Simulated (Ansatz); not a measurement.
The reference is CaF2 (space group Pmc2_1, No. 26; a = 3.4696 Å, b = 4.1055 Å, c = 5.8757 Å; a cell from a computed database, its experimental status unchecked).

Perturbation: electron doping at 5.0×10^21 cm⁻³ (0.418 per cell), with a uniform compensating background at fixed cell and a 300 K Fermi–Dirac width.

The values are results of Kohn–Sham DFT with the PBEsol functional, run in Ansatz (an electronic-structure program) with PAW and 420 eV plane waves, without spin-orbit coupling, earlier PAW set, not measurements.

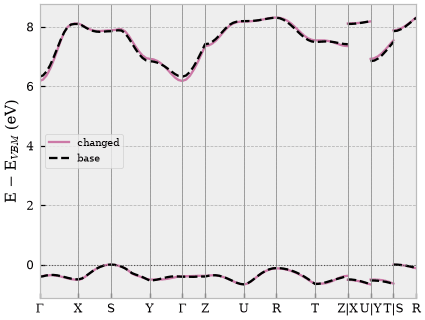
Highest valence and lowest conduction band along the path, each from its own valence-band maximum

The gap is 6.18 eV, indirect, S → Γ; the base has 6.32 eV.

Charged cell with a jellium background: band edges are those of the host's band count, energies are not comparable with the neutral cell, and many-body gap narrowing is missing. Stability against distortions was not tested.
